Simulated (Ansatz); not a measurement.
C3H7NOSi2 (SMILES C#C[SiH2]N([SiH3])C=O)

```xyz
14

C    -1.0705    1.3332   -2.1379
C    -0.0076    1.2174   -1.5334
C     0.7148    0.2274    1.7146
N     1.5057   -0.1856    0.6541
O     0.1398    1.3068    1.7286
Si    1.5951    1.0383   -0.6668
Si    2.3217   -1.7728    0.5858
H    -2.0109    1.4394   -2.6634
H     2.5900    0.4324   -1.6167
H     2.1014    2.3473   -0.1546
H     3.8086   -1.5919    0.4840
H     1.8370   -2.5556   -0.5995
H     1.9700   -2.4821    1.8613
H     0.6473   -0.5091    2.5627
```

Geometry: PBE-D3(BJ)/def2-SVP.

The calculation used Ansatz 0.2.0, isolated molecule in a Gaussian basis; Kohn-Sham density functional theory, functional PBE0.

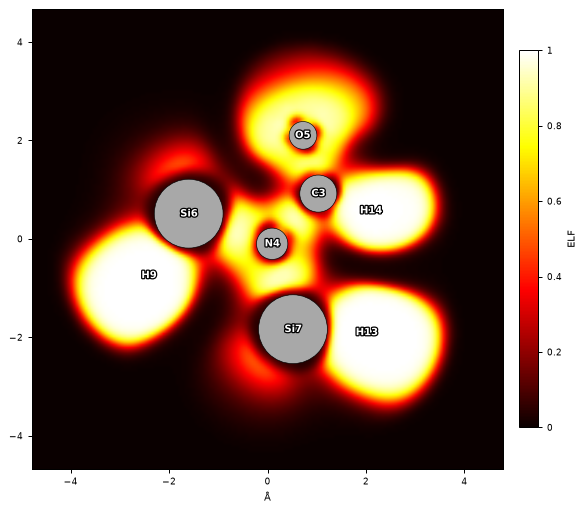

Figure 1. Electron localisation function on the plane of atoms Si6, N4 and Si7. Grey discs cover the atomic cores.

> Interpret the plot.

The plane passes through C, N, O, Si and H nuclei.
C–O (1.22 Å): the ELF peaks at about 0.85 between the atoms (a multiple bond).
C–N (1.39 Å): the ELF peaks at about 0.90 between the atoms; a covalent bond.
Si–N (1.79 Å): the ELF peaks at about 0.90 between the atoms, as expected for a shared but strongly polarised pair.
Si–H (1.50 Å): the ELF climbs to about 1 towards the hydrogen, as it does in any bond to H.
The ELF also peaks beside O5, away from the bonds: lone-pair regions.

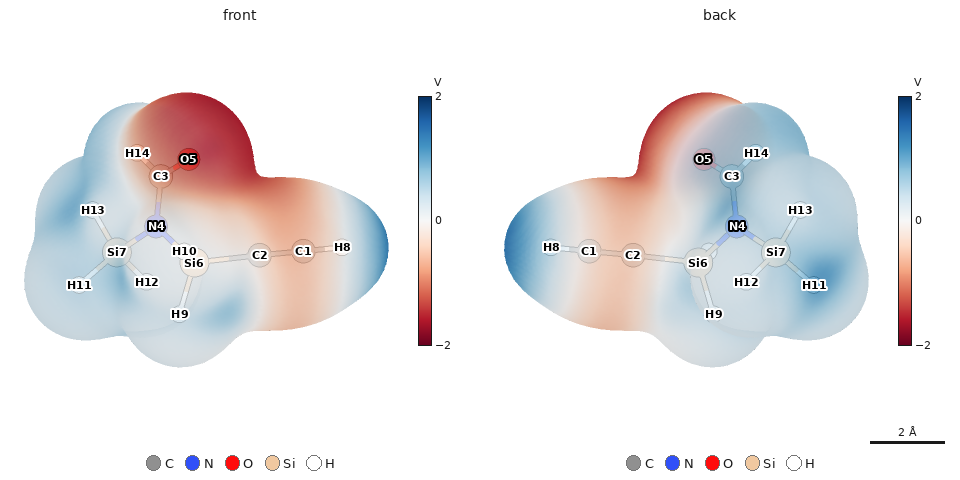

Figure 2. The molecular electrostatic potential painted on the density surface at 0.001 e/bohr³, seen from the front and from behind; red is negative and blue positive.

> Which sites attract a positive test charge, and which a negative one?

A positive charge is drawn to the negative regions and a negative charge to the positive ones. The most negative region (about −1.6 V, or −37 kcal/mol for a unit charge) lies over O5, the most positive (about +1.4 V, or +32 kcal/mol for a unit charge) over H8. O5 is the likeliest acceptor of a hydrogen bond.

> How polar is the molecule by this calculation?

Its dipole moment is 2.69 D.

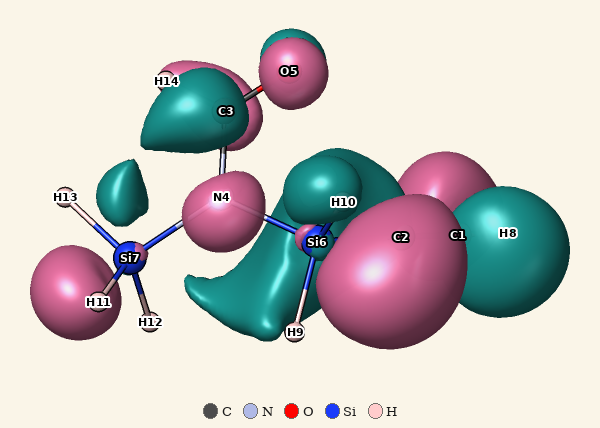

Figure 3. One frontier orbital at ±0.08 Å⁻³ᐟ² (teal and pink are the two phases), seen across its widest extent.

> Which orbital is it: HOMO or LUMO?

The LUMO, at −0.67 eV. By Hirshfeld shares it lies mainly on C1 (about 20 %), Si6 (about 20 %), C2 (about 15 %), Si7 (about 10 %) and C3 (about 5 %).

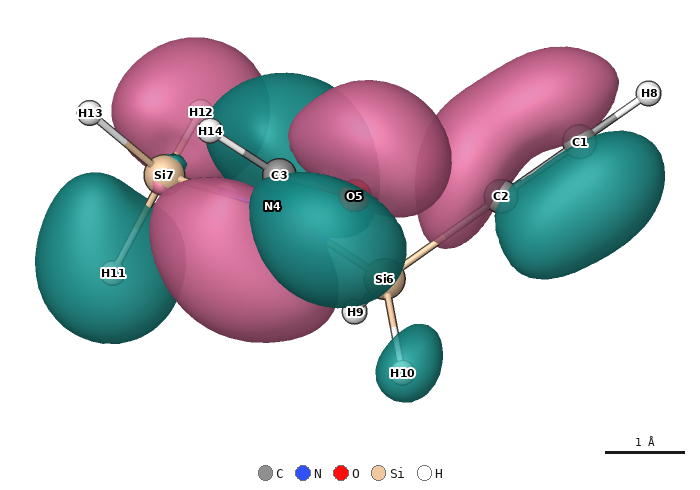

Figure 4. The HOMO−1 at ±0.06 Å⁻³ᐟ² (teal and pink are the two phases), seen from one side.

> Where does this orbital lie, and at what energy?

Its weight (Hirshfeld) is mainly on N4 (about 35 %), O5 (about 20 %), C2 (about 5 %), C1 (about 5 %) and C3 (about 5 %). Its energy is −8.21 eV.
